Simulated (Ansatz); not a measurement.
**Geometry relaxation of C2H5GeNO (part 2 of 2)**

Continued. System: C2H5GeNO. Method: RKS PBE0-D4/def2-TZVP (Ansatz 0.2.0). The geometry: PBE-D4/def2-SVP start.

Geometry of the input (Å):
```
N  -1.0779  -0.7195  1.9010
C  -0.3810  -0.3901  0.8968
C  0.5969  -1.0923  0.0210
Ge -0.1978  0.5129  -0.8711
O  1.0985  1.7103  -1.2732
H  -1.7757  0.0045  2.1431
H  1.6487  -0.8078  0.2325
H  0.4745  -2.1758  -0.1715
H  -1.2060  0.3461  -2.0394
H  0.9029  2.5606  -0.8362
```

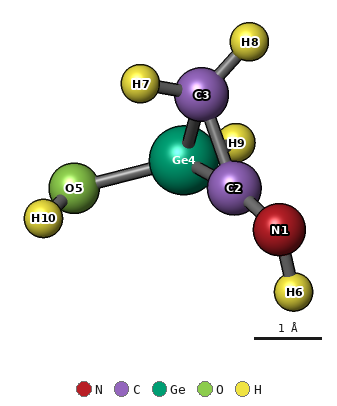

The geometry at step 18 of the log (ball-and-stick view, seen at a tilt; atoms are numbered from 1 in the order of the input).

Trajectory as extended XYZ, continued:
```
10
Properties=species:S:1:pos:R:3:forces:R:3 step=8 energy=-62197.79229
N    -1.0093   -0.6396    1.8866    0.0088   0.0395   0.0029
C    -0.3919   -0.3592    0.8336    0.0068  -0.0575  -0.0135
C     0.6113   -1.0987    0.0070   -0.0325   0.0222   0.0220
Ge   -0.1647    0.4437   -0.9289   -0.0040   0.0226  -0.0026
O     0.9968    1.7508   -1.2488   -0.0032   0.0413   0.0174
H    -1.7073    0.0669    2.1177   -0.0035  -0.0029  -0.0004
H     1.6431   -0.8852    0.2874    0.0297   0.0199   0.0019
H     0.4356   -2.1529   -0.1920   -0.0075  -0.0373  -0.0112
H    -1.1777    0.3044   -2.0673    0.0013  -0.0029  -0.0041
H     0.8471    2.5188   -0.6921    0.0041  -0.0450  -0.0124
10
Properties=species:S:1:pos:R:3:forces:R:3 step=9 energy=-62197.79300
N    -0.9914   -0.6153    1.8947    0.0401   0.0183  -0.0324
C    -0.3960   -0.3572    0.8232   -0.0013  -0.0267   0.0028
C     0.6136   -1.0976    0.0016   -0.0366   0.0065   0.0396
Ge   -0.1662    0.4355   -0.9442   -0.0086   0.0323  -0.0095
O     0.9635    1.7737   -1.2556   -0.0571   0.2078   0.1823
H    -1.6918    0.0904    2.1201   -0.0085   0.0065  -0.0024
H     1.6457   -0.9047    0.2954    0.0171   0.0216   0.0082
H     0.4224   -2.1476   -0.2051    0.0032  -0.0481  -0.0140
H    -1.1605    0.2716   -2.0954    0.0084   0.0063   0.0005
H     0.8439    2.5002   -0.6316    0.0435  -0.2244  -0.1751
10
Properties=species:S:1:pos:R:3:forces:R:3 step=10 energy=-62197.79430
N    -0.9890   -0.6117    1.8947    0.0139   0.0167  -0.0168
C    -0.3980   -0.3569    0.8202    0.0000  -0.0202   0.0129
C     0.6129   -1.0967    0.0015   -0.0139  -0.0062   0.0088
Ge   -0.1719    0.4333   -0.9480    0.0006   0.0239  -0.0109
O     0.9562    1.7731   -1.2577   -0.0463   0.1413   0.1237
H    -1.6912    0.0929    2.1185   -0.0037   0.0029  -0.0007
H     1.6443   -0.8932    0.2932    0.0022   0.0089   0.0003
H     0.4298   -2.1497   -0.2018    0.0050  -0.0176  -0.0013
H    -1.1649    0.2726   -2.1007    0.0119   0.0014   0.0033
H     0.8549    2.4851   -0.6168    0.0302  -0.1512  -0.1194
10
Properties=species:S:1:pos:R:3:forces:R:3 step=11 energy=-62197.79589
N    -0.9813   -0.6007    1.8961   -0.0249   0.0179   0.0081
C    -0.4013   -0.3540    0.8144    0.0082  -0.0310   0.0078
C     0.6100   -1.0942   -0.0019    0.0274   0.0010  -0.0057
Ge   -0.1845    0.4304   -0.9564    0.0180  -0.0046  -0.0295
O     0.9271    1.7839   -1.2672   -0.0476   0.1844   0.1856
H    -1.6858    0.1025    2.1175   -0.0040   0.0005   0.0077
H     1.6402   -0.8769    0.2865   -0.0069  -0.0081  -0.0029
H     0.4388   -2.1521   -0.1953   -0.0005   0.0212   0.0039
H    -1.1618    0.2602   -2.1199   -0.0022   0.0061   0.0069
H     0.8816    2.4498   -0.5707    0.0324  -0.1873  -0.1819
10
Properties=species:S:1:pos:R:3:forces:R:3 step=12 energy=-62197.79533 accepted=F
N    -0.9836   -0.5937    1.8909   -0.0002   0.0012   0.0145
C    -0.4053   -0.3516    0.8069    0.0020   0.0397   0.0067
C     0.6157   -1.0870   -0.0026    0.0075  -0.0367  -0.0165
Ge   -0.1941    0.4236   -0.9692    0.0065   0.0069   0.0169
O     0.8902    1.7979   -1.2869   -0.0216   0.4002   0.4992
H    -1.6896    0.1092    2.1095   -0.0071  -0.0124  -0.0098
H     1.6429   -0.8544    0.2866   -0.0178  -0.0119  -0.0083
H     0.4587   -2.1490   -0.1867    0.0070   0.0220   0.0025
H    -1.1832    0.2559   -2.1224    0.0239  -0.0071  -0.0016
H     0.9315    2.3982   -0.5230   -0.0001  -0.4019  -0.5036
10
Properties=species:S:1:pos:R:3:forces:R:3 step=13 energy=-62197.79843
N    -0.9820   -0.5965    1.8949   -0.0019   0.0047   0.0063
C    -0.4022   -0.3529    0.8122   -0.0040   0.0020  -0.0039
C     0.6131   -1.0917   -0.0022    0.0157  -0.0014   0.0058
Ge   -0.1878    0.4273   -0.9610   -0.0031   0.0082  -0.0186
O     0.8988    1.7988   -1.2785   -0.0242   0.0930   0.0990
H    -1.6870    0.1069    2.1141   -0.0049  -0.0035  -0.0002
H     1.6424   -0.8728    0.2875   -0.0018  -0.0056   0.0031
H     0.4445   -2.1505   -0.1924    0.0017   0.0095  -0.0037
H    -1.1649    0.2555   -2.1239    0.0030  -0.0030   0.0081
H     0.9081    2.4247   -0.5477    0.0195  -0.1039  -0.0959
10
Properties=species:S:1:pos:R:3:forces:R:3 step=14 energy=-62197.80068
N    -0.9828   -0.5907    1.8938    0.0328  -0.0092  -0.0053
C    -0.4081   -0.3464    0.8079   -0.0332   0.0216  -0.0016
C     0.6241   -1.0715   -0.0015   -0.0704  -0.0647  -0.0128
Ge   -0.2071    0.4246   -0.9710    0.0585  -0.0081   0.0609
O     0.8615    1.8063   -1.2948   -0.0300   0.1317   0.0751
H    -1.7004    0.1016    2.1081    0.0008  -0.0033  -0.0119
H     1.6491   -0.8489    0.2994    0.0036   0.0154  -0.0275
H     0.4643   -2.1300   -0.2003    0.0074  -0.0086   0.0376
H    -1.1904    0.2475   -2.1246    0.0129  -0.0162  -0.0236
H     0.9728    2.3564   -0.5139    0.0175  -0.0586  -0.0908
10
Properties=species:S:1:pos:R:3:forces:R:3 step=15 energy=-62197.80577
N    -0.9870   -0.5987    1.9019    0.0435  -0.0191   0.0250
C    -0.4311   -0.3350    0.8110    0.1219  -0.0944  -0.1225
C     0.6186   -1.0625    0.0110    0.0030   0.1089  -0.1121
Ge   -0.2145    0.4265   -0.9759   -0.0421  -0.0397   0.0911
O     0.7415    1.8843   -1.3163    0.0697   0.0404   0.1234
H    -1.7126    0.0757    2.1389   -0.0524   0.0485  -0.0337
H     1.6466   -0.8350    0.3000   -0.0351   0.0117   0.0883
H     0.4764   -2.1244   -0.1903   -0.0353   0.0365   0.0279
H    -1.1578    0.2360   -2.1590   -0.0433  -0.0214   0.0118
H     1.1031    2.2822   -0.5182   -0.0300  -0.0714  -0.0992
10
Properties=species:S:1:pos:R:3:forces:R:3 step=16 energy=-62197.73000 accepted=F
N    -0.9333   -0.5411    1.9422   -0.0930  -0.6116  -0.5580
C    -0.4631   -0.3716    0.7878   -0.3090   0.3996   0.6158
C     0.6246   -1.0184   -0.0086    0.5114  -0.1515   0.3256
Ge   -0.2567    0.4211   -0.9675   -0.0025   0.7035  -0.5470
O     0.7190    1.9048   -1.3048   -0.4379  -0.5681   0.2065
H    -1.7851   -0.0016    2.0878    0.2367   0.3996   0.1430
H     1.6247   -0.7554    0.3472    0.0246  -0.0982  -0.0381
H     0.5293   -2.0830   -0.2069   -0.0119  -0.0550  -0.0648
H    -1.2301    0.2400   -2.1278    0.0948  -0.0130  -0.0740
H     1.2540    2.1539   -0.5463   -0.0131  -0.0053  -0.0090
10
Properties=species:S:1:pos:R:3:forces:R:3 step=17 energy=-62197.80552 accepted=F
N    -1.0011   -0.6308    1.8981   -0.0555   0.2585  -0.0327
C    -0.4352   -0.3489    0.8162    0.1398  -0.0854  -0.0687
C     0.6283   -1.0344    0.0003   -0.0454  -0.1925   0.1315
Ge   -0.2418    0.4473   -0.9494    0.0076  -0.0332  -0.1419
O     0.7139    1.8929   -1.3257    0.0746   0.1028   0.1529
H    -1.7173    0.0685    2.1079   -0.0295  -0.1581   0.0789
H     1.6426   -0.8068    0.3399   -0.0543   0.0160  -0.0399
H     0.4949   -2.1010   -0.1986    0.0315   0.1167  -0.0159
H    -1.1803    0.2350   -2.1330   -0.0509  -0.0153   0.0296
H     1.1791    2.2271   -0.5527   -0.0180  -0.0095  -0.0939
10
Properties=species:S:1:pos:R:3:forces:R:3 step=18 energy=-62197.80954
N    -0.9800   -0.5948    1.9017   -0.0281   0.0016  -0.0345
C    -0.4283   -0.3423    0.8055   -0.0130  -0.0031  -0.0362
C     0.6266   -1.0493    0.0012    0.0537  -0.0106   0.0378
Ge   -0.2283    0.4304   -0.9716   -0.0094   0.0304  -0.0072
O     0.7329    1.8877   -1.3060   -0.2320  -0.2145  -0.3766
H    -1.7202    0.0761    2.1098    0.0260   0.0028   0.0285
H     1.6455   -0.8204    0.3217   -0.0165  -0.0038  -0.0073
H     0.4872   -2.1119   -0.1967   -0.0031   0.0207   0.0004
H    -1.1848    0.2303   -2.1433    0.0055  -0.0021   0.0047
H     1.1323    2.2431   -0.5192    0.2169   0.1786   0.3904
10
Properties=species:S:1:pos:R:3:forces:R:3 step=19 energy=-62197.78083 accepted=F
N    -0.9752   -0.5919    1.8996   -0.0644   0.0204  -0.0566
C    -0.4343   -0.3479    0.7953   -0.1322   0.0602   0.0459
C     0.6362   -1.0317   -0.0062    0.1018  -0.0847   0.1679
Ge   -0.2481    0.4302   -0.9735    0.0175   0.0955  -0.0662
O     0.6858    1.9070   -1.3054    0.8068   0.4226   1.2735
H    -1.7288    0.0718    2.0898    0.0798  -0.0406   0.0574
H     1.6434   -0.7997    0.3516   -0.0220  -0.0190  -0.0975
H     0.5056   -2.0952   -0.2028    0.0233  -0.0010  -0.0321
H    -1.2134    0.2182   -2.1360    0.0344  -0.0016  -0.0096
H     1.2119    2.1881   -0.5095   -0.8448  -0.4519  -1.2827
10
Properties=species:S:1:pos:R:3:forces:R:3 step=20 energy=-62197.81233
N    -0.9852   -0.5995    1.8995    0.0300  -0.0102   0.0035
C    -0.4408   -0.3463    0.8000    0.0342   0.0431   0.0429
C     0.6306   -1.0397    0.0056   -0.0346  -0.0259  -0.0595
Ge   -0.2374    0.4319   -0.9717    0.0232   0.0144  -0.0249
O     0.7119    1.8964   -1.3076    0.0104   0.0070   0.0985
H    -1.7211    0.0713    2.1178   -0.0369   0.0047  -0.0035
H     1.6459   -0.8073    0.3317   -0.0096   0.0065   0.0258
H     0.4972   -2.1005   -0.2018    0.0096  -0.0099  -0.0032
H    -1.1892    0.2280   -2.1457    0.0017  -0.0086  -0.0024
H     1.1713    2.2147   -0.5247   -0.0279  -0.0211  -0.0771
10
Properties=species:S:1:pos:R:3:forces:R:3 step=21 energy=-62197.81238
N    -0.9830   -0.6005    1.9014    0.0374  -0.0345  -0.0077
C    -0.4446   -0.3405    0.8003   -0.0261  -0.0087  -0.0156
C     0.6271   -1.0313   -0.0001    0.0647  -0.0436   0.0714
Ge   -0.2407    0.4370   -0.9733   -0.0391  -0.0088   0.0074
O     0.6822    1.9180   -1.2977    0.0773   0.0268   0.0786
H    -1.7271    0.0590    2.1262   -0.0160   0.0332  -0.0115
H     1.6394   -0.8026    0.3406   -0.0083   0.0111  -0.0011
H     0.5012   -2.0950   -0.2023   -0.0164   0.0274  -0.0237
H    -1.1820    0.2170   -2.1519   -0.0174   0.0158  -0.0098
H     1.2106    2.1878   -0.5401   -0.0561  -0.0187  -0.0879
10
Properties=species:S:1:pos:R:3:forces:R:3 step=22 energy=-62197.81307
N    -0.9828   -0.5993    1.9020    0.0006  -0.0185  -0.0015
C    -0.4417   -0.3431    0.8016   -0.0119   0.0006  -0.0018
C     0.6301   -1.0351    0.0043    0.0158  -0.0061  -0.0042
Ge   -0.2401    0.4345   -0.9714    0.0032   0.0027  -0.0071
O     0.6956    1.9071   -1.3038    0.0234   0.0100   0.0614
H    -1.7280    0.0623    2.1190    0.0007   0.0159   0.0028
H     1.6428   -0.8045    0.3406   -0.0003   0.0027  -0.0001
H     0.5004   -2.0962   -0.2061   -0.0050   0.0052   0.0045
H    -1.1885    0.2245   -2.1471   -0.0015  -0.0015  -0.0002
H     1.1954    2.1988   -0.5360   -0.0251  -0.0111  -0.0538
10
Properties=species:S:1:pos:R:3:forces:R:3 step=23 energy=-62197.81307
N    -0.9827   -0.5995    1.9022   -0.0041  -0.0181  -0.0029
C    -0.4423   -0.3433    0.8015   -0.0054   0.0019  -0.0005
C     0.6296   -1.0351    0.0043    0.0198  -0.0048  -0.0052
Ge   -0.2403    0.4344   -0.9714   -0.0005   0.0012  -0.0074
O     0.6962    1.9065   -1.3034    0.0232   0.0118   0.0582
H    -1.7281    0.0619    2.1190    0.0008   0.0161   0.0048
H     1.6424   -0.8027    0.3395   -0.0030  -0.0014   0.0014
H     0.5007   -2.0964   -0.2055   -0.0033   0.0064   0.0044
H    -1.1887    0.2245   -2.1471   -0.0012   0.0000  -0.0006
H     1.1963    2.1986   -0.5360   -0.0262  -0.0131  -0.0524
10
Properties=species:S:1:pos:R:3:forces:R:3 step=24 energy=-62197.81304 accepted=F
N    -0.9862   -0.6027    1.8995    0.0120   0.0172   0.0214
C    -0.4438   -0.3451    0.8000    0.0048   0.0106  -0.0039
C     0.6299   -1.0358    0.0039   -0.0030  -0.0164  -0.0092
Ge   -0.2400    0.4334   -0.9723    0.0054   0.0096   0.0075
O     0.6944    1.9073   -1.3009   -0.0143  -0.0072  -0.0173
H    -1.7231    0.0673    2.1213   -0.0131  -0.0178  -0.0132
H     1.6416   -0.8011    0.3413   -0.0085  -0.0034   0.0014
H     0.5026   -2.0973   -0.2054    0.0038   0.0020  -0.0015
H    -1.1891    0.2246   -2.1478    0.0022   0.0006   0.0021
H     1.1967    2.1984   -0.5365    0.0108   0.0047   0.0128
10
Properties=species:S:1:pos:R:3:forces:R:3 step=25 energy=-62197.81318
N    -0.9843   -0.6012    1.9010    0.0006  -0.0025   0.0049
C    -0.4429   -0.3440    0.8010   -0.0037   0.0020  -0.0043
C     0.6301   -1.0353    0.0040    0.0075  -0.0034   0.0012
Ge   -0.2400    0.4343   -0.9714    0.0000   0.0024   0.0011
O     0.6936    1.9082   -1.3021   -0.0007  -0.0008   0.0068
H    -1.7269    0.0633    2.1196   -0.0005   0.0012  -0.0023
H     1.6420   -0.8026    0.3417   -0.0019  -0.0010  -0.0008
H     0.5018   -2.0966   -0.2055   -0.0014   0.0021  -0.0003
H    -1.1892    0.2249   -2.1467    0.0003  -0.0002   0.0001
H     1.1989    2.1978   -0.5386   -0.0001   0.0002  -0.0065
10
Properties=species:S:1:pos:R:3:forces:R:3 step=26 energy=-62197.81319
N    -0.9849   -0.6020    1.9010    0.0006   0.0001   0.0040
C    -0.4434   -0.3441    0.8011   -0.0025  -0.0005  -0.0040
C     0.6304   -1.0348    0.0043    0.0044  -0.0010   0.0031
Ge   -0.2402    0.4347   -0.9709   -0.0003   0.0012   0.0014
O     0.6917    1.9094   -1.3019   -0.0027  -0.0010  -0.0009
H    -1.7276    0.0623    2.1197    0.0003  -0.0006  -0.0025
H     1.6419   -0.8022    0.3430   -0.0011  -0.0007  -0.0010
H     0.5024   -2.0959   -0.2060   -0.0015   0.0011  -0.0006
H    -1.1894    0.2250   -2.1461    0.0000  -0.0002   0.0001
H     1.2023    2.1965   -0.5411    0.0029   0.0015   0.0006
10
Properties=species:S:1:pos:R:3:forces:R:3 step=27 energy=-62197.81321
N    -0.9858   -0.6033    1.9011    0.0010   0.0012   0.0013
C    -0.4442   -0.3444    0.8014   -0.0006  -0.0015  -0.0014
C     0.6309   -1.0338    0.0049   -0.0002   0.0014   0.0026
Ge   -0.2407    0.4355   -0.9699   -0.0005  -0.0002   0.0003
O     0.6885    1.9116   -1.3017    0.0009   0.0012   0.0003
H    -1.7292    0.0604    2.1195    0.0006  -0.0009  -0.0013
H     1.6420   -0.8016    0.3450    0.0001   0.0000  -0.0002
H     0.5031   -2.0947   -0.2068   -0.0008  -0.0003  -0.0009
H    -1.1899    0.2250   -2.1449   -0.0001  -0.0003  -0.0002
H     1.2084    2.1942   -0.5455   -0.0004  -0.0006  -0.0005
```
